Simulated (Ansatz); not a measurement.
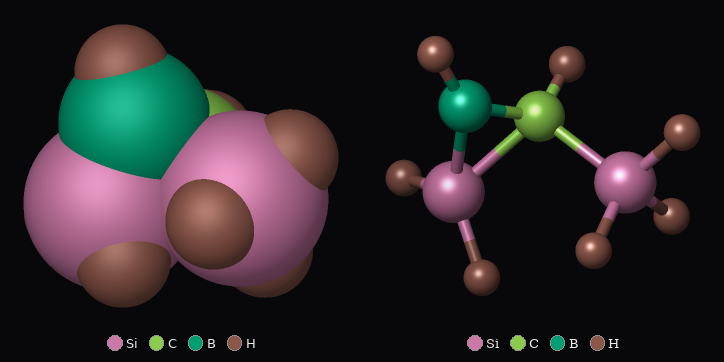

The same structure drawn twice, from different directions.

The computed structure is the end point of a PBE0-D4/def2-TZVP optimisation.

What is the molecular formula?

Answer. CH7BSi2, 11 atoms: 1 carbon, 7 hydrogen, 1 boron and 2 silicon.

Give the symmetry (Schoenflies symbol).

Answer. C1.

Name functional groups in it.

Answer. Among them: Si–H bond, B–H bond.

Does it have rings?

Answer. Independent rings (smallest set): 1 of 3 members.

Count the bonded pairs by element.

Answer. 5 Si–H, 2 C–Si, 1 C–B, 1 B–Si, 1 C–H, 1 B–H.
